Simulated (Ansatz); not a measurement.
F$_{2}$H$_{2}$NSi$_{2}$ (SMILES F[SiH](F)N=[SiH]) (doublet)

Input

```
crystal:
  periodic: [false, false, false]
  atoms:
    - symbol: F
      position_ang: [2.226561, 2.536832, 0.777500]
    - symbol: F
      position_ang: [1.690388, 2.334659, 3.285214]
    - symbol: N
      position_ang: [1.062193, 0.247477, 1.631208]
    - symbol: Si
      position_ang: [2.161225, 1.481726, 1.996128]
    - symbol: Si
      position_ang: [-0.342375, -0.492383, 1.810075]
    - symbol: H
      position_ang: [3.524190, 0.979071, 2.250326]
    - symbol: H
      position_ang: [-0.542921, -1.730457, 0.942795]
basis:
  gaussian: {orbitals: def2-TZVPD}
magnetization: {spin_polarized: true, initial_magnetization: 1}
hamiltonian: {xc: {name: PBE0}}
output: {forces: true, orbitals: {seedname: orbitals}}
```

Command:

```sh
ansatz run input.yaml --threads 2 --pin off --max-ram 4350MiB --events-out events.jsonl --progress --plain --runs-dir runs
```

Geometry: PBE0-D3(BJ)/def2-SVP.

The calculation used isolated molecule in a Gaussian basis; Kohn-Sham density functional theory, functional PBE0 (Ansatz 0.2.0).

What will maps of the electron density, electron localisation function and spin density show?

Answer. Si–N (1.60 Å): ρ at the midpoint is about 1.3 e/Å³; the ELF peaks at about 0.85 between the atoms; a polar covalent bond.
Si–F (1.62 Å): the density is about 1.1 e/Å³ at the midpoint; the ELF peaks at about 0.85 in the valence shell of F, 0.6 Å from its nucleus, and is about 0.55 at the midpoint.
Si–N (1.69 Å): the density is about 1.2 e/Å³ at the midpoint; the ELF peaks at about 0.90 between the atoms; a polar covalent bond.
The unpaired spin (1 electron) lies mostly on Si5 (about 0.6), N3 (about 0.2) and H7 (about 0.2), in electrons by Hirshfeld's partition.

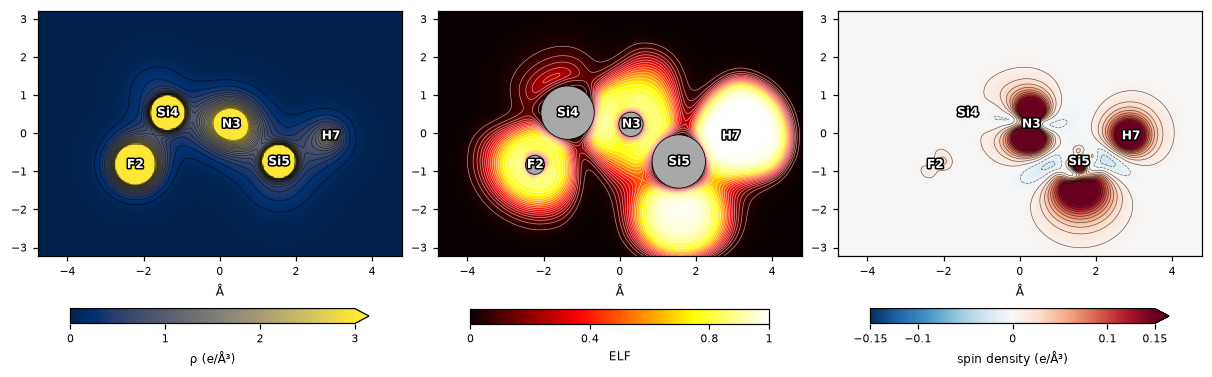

Computed electron density, electron localisation function and spin density on the plane of atoms F2, Si4 and N3, in this order. Grey discs cover the atomic cores in the ELF map. 
